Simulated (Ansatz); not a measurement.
# Cadmium, simple cubic under PBEsol: from relaxation to bulk modulus, part 2 of 2

The plan for cadmium in the simple cubic structure: relax it, solve it on a dense k-mesh, then scale the cell to 7 volumes from 88 to 112 % of the relaxed one and try a fit of the equation of state. Spin polarisation is left out. The k-meshes are 11×11×11 for the relaxation; 18×18×18 for the dense run; 12×12×12 for the volumes.

Ansatz 0.2.0; DFT, PBEsol, plane waves (420 eV) with PAW, scalar-relativistic.

**5. Volume × 0.92**

This is Cd in the simple cubic structure; at room conditions it is hcp.

File input.yaml:

```yaml
crystal:
  lattice:
    - [2.8243503419, 0.0, 0.0]
    - [0.0, 2.8243503419, 0.0]
    - [0.0, 0.0, 2.8243503419]
  atoms:
    - { symbol: Cd, position: [0.0, 0.0, 0.0] }
hamiltonian:
  xc: pbesol
  pseudopotentials:
    kind: paw
    azcp:
      Cd: "pseudopotentials/Cd.paw.azcp"
basis:
  ecutwfc: 420
  fft_grid_basis: typed
kpoints:
  mp_grid: { grid: [12, 12, 12], shift: [0, 0, 0] }
magnetization:
  spin_polarized: false
scf:
  occupations: { method: fermi_dirac, width: 0.1 }
  lower_state_search: "off"
output:
  stress: true
```

The run is started by

```bash
$ ansatz run input.yaml --threads 2 --pin off --max-ram 5120MiB --backend cpu --events-out ev --progress --plain --runs-dir out
```

Standard output, cut to the lines that bear on the results:

```text
Warning: <dir> the record states the generating functional pbe (its physics header spells it `PBE`), which answers neither for hamiltonian.xc's functional nor for the pbesol family's — results may be inconsistent (PPs are generated against a specific XC)
Warning: RAYON_NUM_THREADS=2 ignored (pool sized by the plan → 2); use --threads N
[...]
Pseudopotentials: kind: paw
Pseudopotential: Cd, paw, valence charge 20, recommended cutoff 420 eV (normal), <dir>
Functional definition: PBEsol
[...]
Crystal: 1 atoms, lattice volume = 22.530 Å³
Basis set: ecut = 420 eV, 461 PW (Γ)
Bands: 14, of which v1, the nominal top of the filled ones, is band 10 counted from 1 (9 counted from 0)
Symmetry: 48 space group operations
Space group: Pm-3m (ITA 221), of the structure as read, at distance tolerance 2.8e-5 Å
k-points: 84 of 1728
[...]
SCF iter   1: F=—  HF=-8183.850993 eV  |F-HF|=—  |Δ(HF+E_count)|=         —  Δρ=5.10e-3  dr2=4.50e-3  ethr=1.77e-3  ⟨swp⟩=5.2  Hψ=5972  notcnv=0
[...]
SCF iter   6: F=-8183.849602 eV  HF=-8183.849602 eV  |F-HF|=9.09e-13  |Δ(HF+E_count)|=  4.81e-10  Δρ=1.84e-7  dr2=3.95e-12  ethr=7.16e-12  ⟨swp⟩=1.3  Hψ=3193  notcnv=0
[...]
SCF converged after 6 iterations
Free energy (F): -8183.849602 eV
[...]
E sigma→0 (E₀):  -8183.842477 eV
Entropy (-TS):   -0.014250 eV (-14.250 meV/atom)
Fermi energy:    13.563420 eV
[...]
--- Stress (GPa, compression-positive) ---
        4.609023      -0.000000       0.000000
       -0.000000       4.609023       0.000000
       -0.000000       0.000000       4.609023
  P = ⅓ Tr σ = 4.6090 GPa (46.090 kbar)
```

Run time: 0.64 s. Hardware: 2 threads of Intel Xeon Platinum 8488C (Sapphire Rapids), shared host; peak memory 0.33 GiB.

**6. Volume × 0.96**

Changes to input.yaml since step 5:

```diff
@@ -2,5 +2,5 @@
   lattice:
-    - [2.8243503419, 0.0, 0.0]
-    - [0.0, 2.8243503419, 0.0]
-    - [0.0, 0.0, 2.8243503419]
+    - [2.8647036559, 0.0, 0.0]
+    - [0.0, 2.8647036559, 0.0]
+    - [0.0, 0.0, 2.8647036559]
   atoms:
@@ -25 +25,5 @@
   stress: true
+  write_density: true
+  write_potential: true
+  elf: true
+  volumetric_format: npy
```

The run is started by

```bash
$ ansatz run input.yaml --threads 2 --pin off --max-ram 5120MiB --backend cpu --events-out ev --progress --plain --runs-dir out
```

Standard output, cut to the lines that bear on the results:

```text
Warning: <dir> the record states the generating functional pbe (its physics header spells it `PBE`), which answers neither for hamiltonian.xc's functional nor for the pbesol family's — results may be inconsistent (PPs are generated against a specific XC)
Warning: RAYON_NUM_THREADS=2 ignored (pool sized by the plan → 2); use --threads N
[...]
Pseudopotentials: kind: paw
Pseudopotential: Cd, paw, valence charge 20, recommended cutoff 420 eV (normal), <dir>
Functional definition: PBEsol
[...]
Crystal: 1 atoms, lattice volume = 23.509 Å³
Basis set: ecut = 420 eV, 461 PW (Γ)
Bands: 14, of which v1, the nominal top of the filled ones, is band 10 counted from 1 (9 counted from 0)
Symmetry: 48 space group operations
Space group: Pm-3m (ITA 221), of the structure as read, at distance tolerance 2.9e-5 Å
k-points: 84 of 1728
[...]
SCF iter   1: F=—  HF=-8183.870930 eV  |F-HF|=—  |Δ(HF+E_count)|=         —  Δρ=4.87e-3  dr2=4.34e-3  ethr=1.77e-3  ⟨swp⟩=5.3  Hψ=5988  notcnv=0
[...]
SCF iter   6: F=-8183.869609 eV  HF=-8183.869609 eV  |F-HF|=9.09e-13  |Δ(HF+E_count)|=  7.29e-10  Δρ=1.96e-7  dr2=5.72e-12  ethr=9.67e-12  ⟨swp⟩=3.9  Hψ=5140  notcnv=0
[...]
SCF converged after 6 iterations
Free energy (F): -8183.869609 eV
[...]
E sigma→0 (E₀):  -8183.861999 eV
Entropy (-TS):   -0.015220 eV (-15.220 meV/atom)
Fermi energy:    12.808817 eV
[...]
--- Stress (GPa, compression-positive) ---
        2.047550       0.000000      -0.000000
       -0.000000       2.047550       0.000000
        0.000000       0.000000       2.047550
  P = ⅓ Tr σ = 2.0475 GPa (20.475 kbar)
--- Band table (eV; the first three rows and the last of 84) ---
  k-point 0: bands = ["-89.9662", "-51.0156", "-51.0156", "-51.0156", "2.9521", "2.9521", "4.5457", "4.6885", "4.6885", "4.6885", "23.1807", "23.1807", "23.1807", "27.1555"]
[...]
```

It took 0.9 s on 2 threads of Intel Xeon Platinum 8488C (Sapphire Rapids), shared host; peak memory 0.34 GiB.

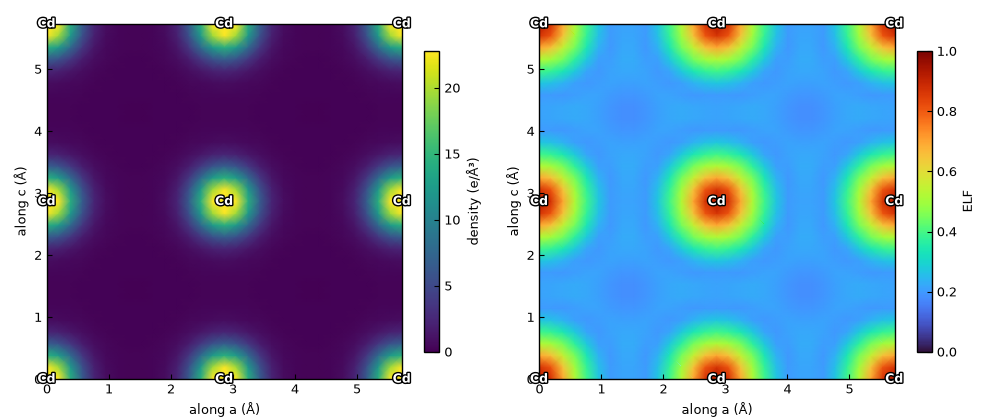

Density (left) and ELF (right) in a lattice plane of the grid's cell (edges 2.86 and 2.86 Å, at 0.000 of the third edge), which holds Cd. Only atoms in the plane are labelled; the density scale stops at 22.78 e/Å³. Both are smooth fields of the valence electrons: close to the nuclei they are not physical.

**7. Volume × 1.0**

Changes to input.yaml since step 6:

```diff
@@ -2,5 +2,5 @@
   lattice:
-    - [2.8647036559, 0.0, 0.0]
-    - [0.0, 2.8647036559, 0.0]
-    - [0.0, 0.0, 2.8647036559]
+    - [2.9039510487, 0.0, 0.0]
+    - [0.0, 2.9039510487, 0.0]
+    - [0.0, 0.0, 2.9039510487]
   atoms:
@@ -25,5 +25 @@
   stress: true
-  write_density: true
-  write_potential: true
-  elf: true
-  volumetric_format: npy
```

The run is started by

```bash
$ ansatz run input.yaml --threads 2 --pin off --max-ram 5120MiB --backend cpu --events-out ev --progress --plain --runs-dir out
```

Standard output, cut to the lines that bear on the results:

```text
Warning: <dir> the record states the generating functional pbe (its physics header spells it `PBE`), which answers neither for hamiltonian.xc's functional nor for the pbesol family's — results may be inconsistent (PPs are generated against a specific XC)
Warning: RAYON_NUM_THREADS=2 ignored (pool sized by the plan → 2); use --threads N
[...]
Pseudopotentials: kind: paw
Pseudopotential: Cd, paw, valence charge 20, recommended cutoff 420 eV (normal), <dir>
Functional definition: PBEsol
[...]
Crystal: 1 atoms, lattice volume = 24.489 Å³
Basis set: ecut = 420 eV, 461 PW (Γ)
Bands: 14, of which v1, the nominal top of the filled ones, is band 10 counted from 1 (9 counted from 0)
Symmetry: 48 space group operations
Space group: Pm-3m (ITA 221), of the structure as read, at distance tolerance 2.9e-5 Å
k-points: 84 of 1728
[...]
SCF iter   1: F=—  HF=-8183.877169 eV  |F-HF|=—  |Δ(HF+E_count)|=         —  Δρ=4.69e-3  dr2=4.27e-3  ethr=1.77e-3  ⟨swp⟩=5.3  Hψ=5976  notcnv=0
[...]
SCF iter   6: F=-8183.875867 eV  HF=-8183.875867 eV  |F-HF|=3.64e-12  |Δ(HF+E_count)|=  4.89e-10  Δρ=1.73e-7  dr2=5.30e-12  ethr=8.72e-12  ⟨swp⟩=1.3  Hψ=3189  notcnv=0
[...]
SCF converged after 6 iterations
Free energy (F): -8183.875867 eV
[...]
E sigma→0 (E₀):  -8183.867865 eV
Entropy (-TS):   -0.016005 eV (-16.005 meV/atom)
Fermi energy:    12.117290 eV
[...]
--- Stress (GPa, compression-positive) ---
        0.086465      -0.000000      -0.000000
       -0.000000       0.086465       0.000000
        0.000000       0.000000       0.086465
  P = ⅓ Tr σ = 0.0865 GPa (0.865 kbar)
```

Run time: 0.69 s. Hardware: 2 threads of Intel Xeon Platinum 8488C (Sapphire Rapids), shared host; peak memory 0.33 GiB.

**8. Volume × 1.04**

Changes to input.yaml since step 7:

```diff
@@ -2,5 +2,5 @@
   lattice:
-    - [2.9039510487, 0.0, 0.0]
-    - [0.0, 2.9039510487, 0.0]
-    - [0.0, 0.0, 2.9039510487]
+    - [2.9421653133, 0.0, 0.0]
+    - [0.0, 2.9421653133, 0.0]
+    - [0.0, 0.0, 2.9421653133]
   atoms:
```

The run is started by

```bash
$ ansatz run input.yaml --threads 2 --pin off --max-ram 5120MiB --backend cpu --events-out ev --progress --plain --runs-dir out
```

Standard output, cut to the lines that bear on the results:

```text
Warning: <dir> the record states the generating functional pbe (its physics header spells it `PBE`), which answers neither for hamiltonian.xc's functional nor for the pbesol family's — results may be inconsistent (PPs are generated against a specific XC)
Warning: RAYON_NUM_THREADS=2 ignored (pool sized by the plan → 2); use --threads N
[...]
Pseudopotentials: kind: paw
Pseudopotential: Cd, paw, valence charge 20, recommended cutoff 420 eV (normal), <dir>
Functional definition: PBEsol
[...]
Crystal: 1 atoms, lattice volume = 25.468 Å³
Basis set: ecut = 420 eV, 485 PW (Γ)
Bands: 14, of which v1, the nominal top of the filled ones, is band 10 counted from 1 (9 counted from 0)
Symmetry: 48 space group operations
Space group: Pm-3m (ITA 221), of the structure as read, at distance tolerance 2.9e-5 Å
k-points: 84 of 1728
[...]
SCF iter   1: F=—  HF=-8183.872906 eV  |F-HF|=—  |Δ(HF+E_count)|=         —  Δρ=4.55e-3  dr2=4.28e-3  ethr=1.77e-3  ⟨swp⟩=5.3  Hψ=5973  notcnv=0
[...]
SCF iter   6: F=-8183.871610 eV  HF=-8183.871610 eV  |F-HF|=2.73e-12  |Δ(HF+E_count)|=  1.96e-10  Δρ=1.57e-7  dr2=5.00e-12  ethr=6.64e-12  ⟨swp⟩=1.3  Hψ=3161  notcnv=0
[...]
SCF converged after 6 iterations
Free energy (F): -8183.871610 eV
[...]
E sigma→0 (E₀):  -8183.863333 eV
Entropy (-TS):   -0.016554 eV (-16.554 meV/atom)
Fermi energy:    11.480762 eV
[...]
--- Stress (GPa, compression-positive) ---
       -1.411172       0.000000       0.000000
        0.000000      -1.411172       0.000000
        0.000000       0.000000      -1.411172
  P = ⅓ Tr σ = -1.4112 GPa (-14.112 kbar)
```

It took 0.71 s on 2 threads of Intel Xeon Platinum 8488C (Sapphire Rapids), shared host; peak memory 0.31 GiB.

**9. Volume × 1.08**

Changes to input.yaml since step 8:

```diff
@@ -2,5 +2,5 @@
   lattice:
-    - [2.9421653133, 0.0, 0.0]
-    - [0.0, 2.9421653133, 0.0]
-    - [0.0, 0.0, 2.9421653133]
+    - [2.9794118662, 0.0, 0.0]
+    - [0.0, 2.9794118662, 0.0]
+    - [0.0, 0.0, 2.9794118662]
   atoms:
```

The run is started by

```bash
$ ansatz run input.yaml --threads 2 --pin off --max-ram 5120MiB --backend cpu --events-out ev --progress --plain --runs-dir out
```

Standard output, cut to the lines that bear on the results:

```text
Warning: <dir> the record states the generating functional pbe (its physics header spells it `PBE`), which answers neither for hamiltonian.xc's functional nor for the pbesol family's — results may be inconsistent (PPs are generated against a specific XC)
Warning: RAYON_NUM_THREADS=2 ignored (pool sized by the plan → 2); use --threads N
[...]
Pseudopotentials: kind: paw
Pseudopotential: Cd, paw, valence charge 20, recommended cutoff 420 eV (normal), <dir>
Functional definition: PBEsol
[...]
Crystal: 1 atoms, lattice volume = 26.448 Å³
Basis set: ecut = 420 eV, 485 PW (Γ)
Bands: 14, of which v1, the nominal top of the filled ones, is band 10 counted from 1 (9 counted from 0)
Symmetry: 48 space group operations
Space group: Pm-3m (ITA 221), of the structure as read, at distance tolerance 3.0e-5 Å
k-points: 84 of 1728
[...]
SCF iter   1: F=—  HF=-8183.860680 eV  |F-HF|=—  |Δ(HF+E_count)|=         —  Δρ=4.46e-3  dr2=4.37e-3  ethr=1.77e-3  ⟨swp⟩=5.3  Hψ=5975  notcnv=0
[...]
SCF iter   6: F=-8183.859350 eV  HF=-8183.859350 eV  |F-HF|=3.64e-12  |Δ(HF+E_count)|=  2.66e-10  Δρ=1.39e-7  dr2=5.34e-12  ethr=5.75e-12  ⟨swp⟩=1.3  Hψ=3259  notcnv=0
[...]
SCF converged after 6 iterations
Free energy (F): -8183.859350 eV
[...]
E sigma→0 (E₀):  -8183.850905 eV
Entropy (-TS):   -0.016891 eV (-16.891 meV/atom)
Fermi energy:    10.893057 eV
[...]
--- Stress (GPa, compression-positive) ---
       -2.549497       0.000000      -0.000000
        0.000000      -2.549497       0.000000
        0.000000       0.000000      -2.549497
  P = ⅓ Tr σ = -2.5495 GPa (-25.495 kbar)
```

Run time: 0.73 s. Hardware: 2 threads of Intel Xeon Platinum 8488C (Sapphire Rapids), shared host; peak memory 0.34 GiB.

**10. Volume × 1.12**

Changes to input.yaml since step 9:

```diff
@@ -2,5 +2,5 @@
   lattice:
-    - [2.9794118662, 0.0, 0.0]
-    - [0.0, 2.9794118662, 0.0]
-    - [0.0, 0.0, 2.9794118662]
+    - [3.0157497385, 0.0, 0.0]
+    - [0.0, 3.0157497385, 0.0]
+    - [0.0, 0.0, 3.0157497385]
   atoms:
```

The run is started by

```bash
$ ansatz run input.yaml --threads 2 --pin off --max-ram 5120MiB --backend cpu --events-out ev --progress --plain --runs-dir out
```

Standard output, cut to the lines that bear on the results:

```text
Warning: <dir> the record states the generating functional pbe (its physics header spells it `PBE`), which answers neither for hamiltonian.xc's functional nor for the pbesol family's — results may be inconsistent (PPs are generated against a specific XC)
Warning: RAYON_NUM_THREADS=2 ignored (pool sized by the plan → 2); use --threads N
[...]
Pseudopotentials: kind: paw
Pseudopotential: Cd, paw, valence charge 20, recommended cutoff 420 eV (normal), <dir>
Functional definition: PBEsol
[...]
Crystal: 1 atoms, lattice volume = 27.427 Å³
Basis set: ecut = 420 eV, 515 PW (Γ)
Bands: 14, of which v1, the nominal top of the filled ones, is band 10 counted from 1 (9 counted from 0)
Symmetry: 48 space group operations
Space group: Pm-3m (ITA 221), of the structure as read, at distance tolerance 3.0e-5 Å
k-points: 84 of 1728
[...]
SCF iter   1: F=—  HF=-8183.842377 eV  |F-HF|=—  |Δ(HF+E_count)|=         —  Δρ=4.38e-3  dr2=4.51e-3  ethr=1.77e-3  ⟨swp⟩=5.4  Hψ=5992  notcnv=0
[...]
SCF iter   6: F=-8183.841021 eV  HF=-8183.841021 eV  |F-HF|=2.73e-12  |Δ(HF+E_count)|=   1.13e-9  Δρ=1.75e-7  dr2=7.62e-12  ethr=1.02e-11  ⟨swp⟩=1.7  Hψ=3527  notcnv=0
[...]
SCF converged after 6 iterations
Free energy (F): -8183.841021 eV
[...]
E sigma→0 (E₀):  -8183.832490 eV
Entropy (-TS):   -0.017063 eV (-17.063 meV/atom)
Fermi energy:    10.349173 eV
[...]
--- Stress (GPa, compression-positive) ---
       -3.404959      -0.000000       0.000000
        0.000000      -3.404959       0.000000
        0.000000       0.000000      -3.404959
  P = ⅓ Tr σ = -3.4050 GPa (-34.050 kbar)
```

It took 0.74 s on 2 threads of Intel Xeon Platinum 8488C (Sapphire Rapids), shared host; peak memory 0.35 GiB.

**11. Fitting the volumes**

The cell was scaled evenly, with its shape and the fractional positions fixed.

```tsv
V (Å³/atom)	E − E₀ (meV/atom)	P from the stress (GPa)	P from the fit (GPa)
21.550	62.8	7.95	7.87
22.530	25.4	4.61	4.53
23.509	5.9	2.05	1.98
24.489	0.0	0.09	0.03
25.468	4.5	-1.41	-1.45
26.448	17.0	-2.55	-2.57
27.427	35.4	-3.40	-3.41
```

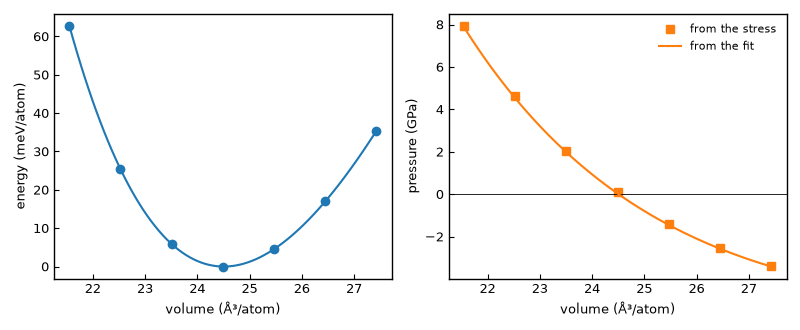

Energy and pressure against volume; the lines are the Birch-Murnaghan fit.

A third-order Birch-Murnaghan fit gives V₀ = 24.507 Å³/atom, B₀ = 42 GPa and B₀′ = 5.8; it misses no point by more than 0.01 meV/atom.

Fit and stress differ a little: one follows E(σ → 0), the other the smeared free energy.

**12. Results**

This closing draws on all 2 parts.

```
                      quantity                         value
space group (spins left aside)               Pm-3m (No. 221)
             conventional cell                   a = 2.904 Å
                        volume                24.489 Å³/atom
             shortest distance                       2.904 Å
               gap on the mesh  none (levels filled in part)
               relative to hcp                 +181 meV/atom
                   V₀, B₀, B₀′   24.507 Å³/atom, 42 GPa, 5.8
```

**Reading.** From the guessed start the volume grew by 5.0 % in 6 steps. Against the reference form of cadmium (hcp, computed apart with the same settings) it stands 181 meV/atom higher, so it is far from stable. Levels at the Fermi energy are filled in part, as in a metal. The fitted modulus is 42 GPa. Relaxation kept the symmetry; phonons were not checked.
